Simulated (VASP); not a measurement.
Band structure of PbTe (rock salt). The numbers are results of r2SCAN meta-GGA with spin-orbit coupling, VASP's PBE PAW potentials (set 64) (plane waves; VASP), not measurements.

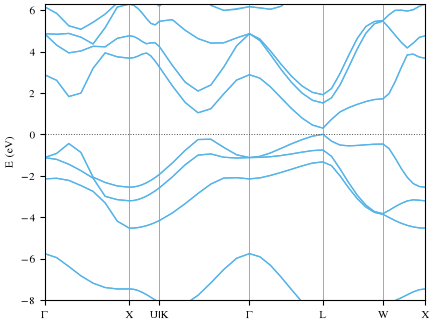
Bands along high-symmetry lines, zero at the valence-band maximum or, without a gap, the Fermi level

Problem. Read the plot: is there a gap, and where are the band edges?

Solution. The gap is direct, 0.30 eV, from the valence maximum at L to the conduction minimum at L.

The compound is PbTe in the rock salt structure. It was relaxed first.
